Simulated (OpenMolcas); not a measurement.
**W⁴⁺ among point charges: CASSCF and CASPT2 levels and susceptibility**

Aim: the splitting of the states of W⁴⁺ in the field of 5 point charges, its lowest levels with spin-orbit coupling and its magnetic susceptibility.

Method: state-averaged CASSCF and CASPT2, spin-orbit coupling by RASSI with atomic mean-field integrals. Code: OpenMolcas 26.06.

**1. The atom as given**

| Property | Result |
| --- | --- |
| Species | W⁴⁺ (tungsten, Z = 74, 70 electrons) |
| Basis | ANO-RCC-VDZP [7s6p4d2f1g], 68 functions |
| Scalar Hamiltonian | DKH2, point nucleus |
| Inactive shells | 1s 2s 2p 3s 3p 3d 4s 4p 4d 4f 5s 5p |
| Active space | 2 electrons in 5 orbitals (5d) |
| Some configurations of this space | 5d2 |
| Orbitals | optimised for each spin and parity, averaged over all roots |

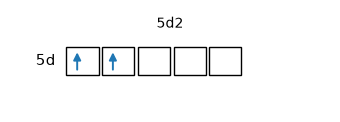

Occupation of the outer shells (arrows by Hund's rule).

The ion sits among 5 point charges of -2 e arranged as a trigonal bipyramid (D3h), 2.39 Å from the ion, with the axial distance 2.271 Å.

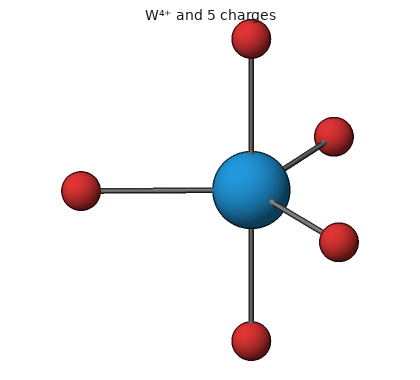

The ion and the point charges (red).

The work runs as a chain of OpenMolcas steps in one folder; each step below is one input file. Labels, J, g values, rates, χT and fits are worked out afterwards by a script from the matrices that RASSI stores.

**2. One- and two-electron integrals**

Input file a.inp:

```
&GATEWAY
Coord
1

W 0.0 0.0 0.0
Basis=ANO-RCC-VDZP
Group=NoSym
NoMove
AngMom=0.0 0.0 0.0
AMFI
XField
5 Angstrom 0
2.390000 0.000000 0.000000 -2.000000
-1.195000 2.069801 0.000000 -2.000000
-1.195000 -2.069801 0.000000 -2.000000
0.000000 0.000000 2.270500 -2.000000
0.000000 0.000000 -2.270500 -2.000000
&SEWARD
```

Launch:

```console
> OMP_NUM_THREADS=1 MOLCAS_MEM=1689 MOLCAS_PROJECT=a pymolcas a.inp > a.log
```

**3. Reference wave functions, triplets, 10 roots**

Input file a.inp:

```
&RASSCF
FileOrb=start.orb
Symmetry=1
Spin=3
nActEl=2 0 0
Inactive=34
Ras2=5
CIRoot=10 10 1
SDav=10
CIMx=300
Iter=120 100
PrWF=0.3
OrbListing=Nothing
MaxOrb=0
>>> COPY $Project.JobIph JOB001
```

start.orb holds the contracted functions of the basis, ordered by shell, or the orbitals of the step before.

**4. Reference wave functions, singlets, 15 roots**

Input file a.inp:

```
&RASSCF
FileOrb=start.orb
Symmetry=1
Spin=1
nActEl=2 0 0
Inactive=34
Ras2=5
CIRoot=15 15 1
SDav=15
CIMx=300
Iter=120 100
PrWF=0.3
OrbListing=Nothing
MaxOrb=0
>>> COPY $Project.JobIph JOB002
```

**5. State interaction with spin-orbit coupling**

Input file a.inp:

```
&RASSI
NrOfJobIphs=2 10 15
1 2 3 4 5 6 7 8 9 10
1 2 3 4 5 6 7 8 9 10 11 12 13 14 15
IphNames
JOB001
JOB002
EJob
SpinOrbit
DIPRint=1.0
SOCoupling=1000.0
Subsets=2
Property=9
'ANGMOM' 1 'ANGMOM' 2 'ANGMOM' 3 'MLTPL  1' 1 'MLTPL  1' 2 'MLTPL  1' 3
'AMFI' 1 'AMFI' 2 'AMFI' 3
SOProperty=3
'ANGMOM' 1 'ANGMOM' 2 'ANGMOM' 3
```

**6. CASPT2: IPEA 0.25, imaginary shift 0.1 (closed shells correlated: 4f 5s 5p)**

Input file a.inp:

```
>>> COPY JOB001 $Project.JobIph
&CASPT2
Multistate=10 1 2 3 4 5 6 7 8 9 10
NoMult
Frozen=23
IPEA=0.25
Imaginary=0.1
MaxIter=60
WThr=0.0 0.3 0.05
PrWF=0.5
NoMix
>>> COPY JOB002 $Project.JobIph
&CASPT2
Multistate=15 1 2 3 4 5 6 7 8 9 10 11 12 13 14 15
NoMult
Frozen=23
IPEA=0.25
Imaginary=0.1
MaxIter=60
WThr=0.0 0.3 0.05
PrWF=0.5
NoMix
```

(Steps that only read results are left out.)

**Question.** What will these runs give? Wanted: spin-free ground state; first state of the same spin within the active space; lowest level; next level.

As calculated:

| quantity | value |
| --- | --- |
| method | SS-CASPT2, IPEA 0.25, imaginary shift 0.1 (closed shells correlated: 4f 5s 5p) |
| spin-free ground state | 3A1, 1-fold in its orbital part |
| first state of the same spin within the active space | 3A2 at 23.1 cm⁻¹ |
| lowest level | 2-fold E, g = 0.00, 0.00, 2.23 |
| next level | 124.2 cm⁻¹ |
| χT at 300 K | 0.17 cm³ K/mol |
| effective moment at 300 K | 1.18 μB |

Cost by method:

| method | time of its own steps | time with the reference |
| --- | --- | --- |
| A. CASSCF | 7.9 s | 7.9 s |
| B. SS-CASPT2, IPEA 0.25, imaginary shift 0.1, +4f 5s 5p | 9.2 s | 17 s |

Times are of one thread on a shared host.

**Reading.** The spin-free ground state (3A1) comes to 100 % from free-ion F terms and keeps the highest spin of the shell. χT at 300 K is 0.17, against 1.00 cm³ K/mol for the spin alone, so spin-orbit coupling lowers it. CASPT2 does not keep the components of a term degenerate, and the means are used. The field of point charges can differ much from that of real complexes. This is an electrostatic model: the charges have no orbitals.
